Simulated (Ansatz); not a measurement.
# Br₂F₂H₂In₂ (SMILES [F][InH-]1[Br+][InH-]([F])[Br+]1): what the fields show

Input

```
crystal:
  periodic: [false, false, false]
  atoms:
    - {symbol: Br, position_ang: [1.100022, -1.151795, -1.063113]}
    - {symbol: Br, position_ang: [-1.350382, 1.000721, 0.918036]}
    - {symbol: F, position_ang: [1.382104, 2.488696, -0.994415]}
    - {symbol: F, position_ang: [1.331344, -0.849189, 2.568941]}
    - {symbol: In, position_ang: [-0.056090, 1.246776, -1.423778]}
    - {symbol: In, position_ang: [-0.095509, -1.338166, 1.336009]}
    - {symbol: H, position_ang: [-1.126252, 1.242511, -2.742915]}
    - {symbol: H, position_ang: [-1.185236, -2.639556, 1.401254]}
basis:
  gaussian: {orbitals: def2-SVPD}
hamiltonian: {xc: pbe0}
output: {forces: true, orbitals: {seedname: orbitals}}
```

Launched as:

```sh
ansatz run input.yaml --threads 2 --pin off --max-ram 6090MiB --events-out events.jsonl --progress --plain --runs-dir runs
```

Geometry: PBE0-D4/def2-SVP; core potentials replace the inner electrons of In.

These are results of isolated molecule in a Gaussian basis; Kohn-Sham density functional theory, functional PBE0 in Ansatz, not measurements.

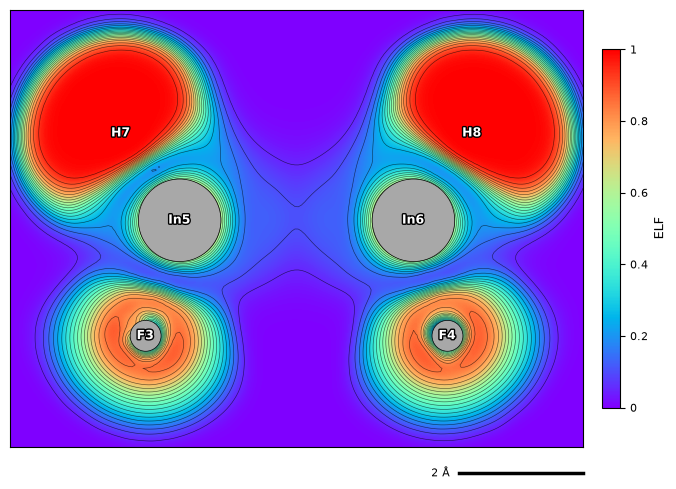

Figure 1. Electron localisation function on the plane of atoms F4, In6 and H8. Grey discs cover the atomic cores.

Interpret the plot.

Answer. Atoms in the plane: F, In and H.
In–F (1.95 Å): the ELF peaks at about 0.80 in the valence shell of F, 0.5 Å from its nucleus, and drops to about 0.10 between the two atoms.
In–H (1.70 Å): the ELF climbs to about 1 towards the hydrogen.
The ELF also peaks beside F4 and F3, away from the bonds: lone-pair regions.

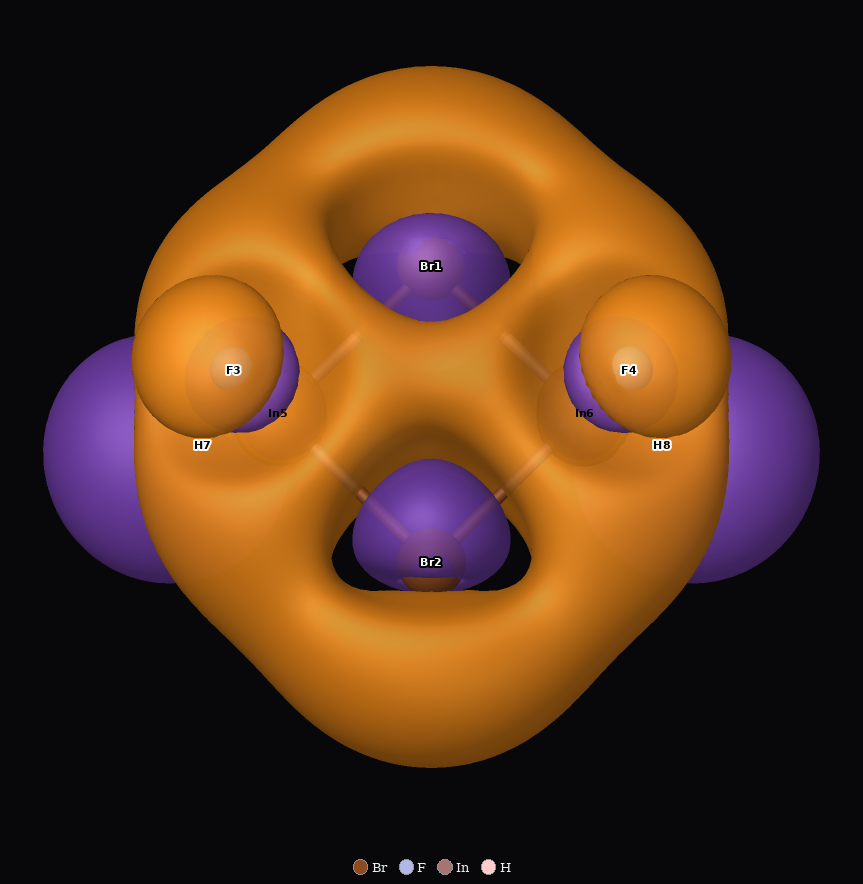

Figure 2. The LUMO at ±0.03 Å⁻³ᐟ² (orange and purple are the two phases), seen from one side.

What is the character of this orbital?

Answer. It lies mainly on In6 (about 25 %), In5 (about 25 %), Br1 (about 15 %), Br2 (about 15 %), H7 (about 10 %) and H8 (about 10 %). Its energy is −2.06 eV.
